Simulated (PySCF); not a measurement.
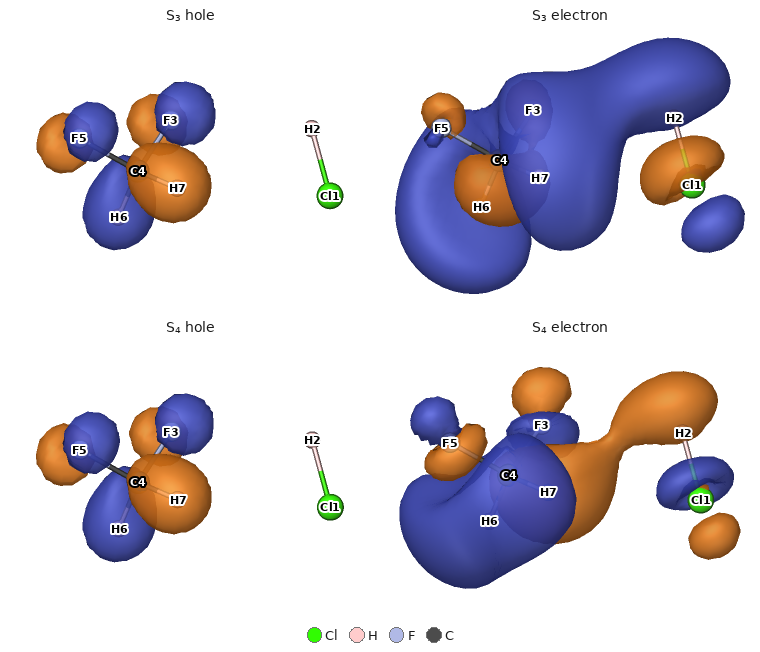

CH₃ClF₂, SMILES `Cl.FCF`. Leading natural transition orbitals (TDA singlet states).

Level of theory: ωB97X/def2-SVP (PySCF), at an unrelaxed start geometry of a pair search. Without diffuse functions Rydberg states are missing, so the states' numbers hold for this basis only.

Input script:

```python
import numpy as np
from pyscf import gto, scf, dft, tdscf
from pyscf.scf import atom_ks, atom_hf
from scipy.linalg import block_diag

def solve(mol, dm0=None, hcore=None):
    mf = (dft.UKS if mol.spin else dft.RKS)(mol, xc='wb97x')
    mf.grids.level = 3
    mf = mf.density_fit(auxbasis='def2-universal-jkfit')
    mf.conv_tol, mf.max_cycle = 1e-8, 80
    if hcore is not None:
        mf.get_hcore = lambda *args: hcore
    mf.kernel(dm0)
    if not mf.converged:
        mf = mf.newton().run(mf.mo_coeff, mf.mo_occ, max_cycle=30)
    assert mf.converged, 'SCF not converged'
    return mf

mol = gto.M(atom='''
Cl     2.22274    -0.16585     0.00743
H      1.62749     0.65102     0.78808
F     -0.91973     1.03656     0.00814
C     -1.26664    -0.21273    -0.35615
F     -2.40094    -0.52804     0.29223
H     -1.45365    -0.22843    -1.43952
H     -0.47456    -0.90347    -0.04130
''', basis='def2-svp', charge=0, spin=0, verbose=4)
mf = solve(mol)
td = mf.TDA()
td.nstates, td.singlet, td.conv_tol = 5, True, 1e-5
td.kernel()
td.analyze()
x, y = np.array([p[0] for p in td.xy]), np.array([p[1] + 0 * p[0] for p in td.xy])
f, mu = td.oscillator_strength(), td.transition_dipole()
nto = [td.get_nto(state=i + 1, verbose=4) for i in range(len(td.e))]
# spherically averaged free atoms, for the promolecule
atm = atom_ks.get_atm_nrks(mol, xc='wb97x')
pro = block_diag(*[(atm[a[0]][2] * atm[a[0]][3]) @ atm[a[0]][2].T for a in mol._atom])
np.savez('result.npz', e=td.e, f=f, ok=td.converged, w=[n[0] for n in nto], nto=[n[1] for n in nto], x=x, y=y, c=mf.mo_coeff, occ=mf.mo_occ, eps=mf.mo_energy, pro=pro, mu=mu)
```

Run with:

```sh
OMP_NUM_THREADS=1 python input.py
```

The run took 84 s on 1 thread of Intel(R) Xeon(R) Processor @ 2.70GHz, on a shared host, peak memory 0.46 GiB.

### Describe these excited states.

By state:
- S₃: 10.68 eV (116 nm), f = 0.110 (bright), partly diffuse acceptor orbital, which a basis without diffuse functions describes poorly; the leading pair carries 96 %; hole on F3 (28 %), C4 (23 %) and F5 (21 %), electron on C4 (23 %), H6 (19 %) and H2 and H7 (17 % each) (atom shares of so diffuse an orbital are rough); their centroids lie 1.0 Å apart.
- S₄: 11.10 eV (112 nm), f = 0.039; the leading pair carries 98 %; hole on F3 and F5 (24 % each), C4 (24 %) and H6 and H7 (13 % each), electron on C4 (36 %), F3 (13 %) and H6 (13 %); their centroids lie 0.5 Å apart.
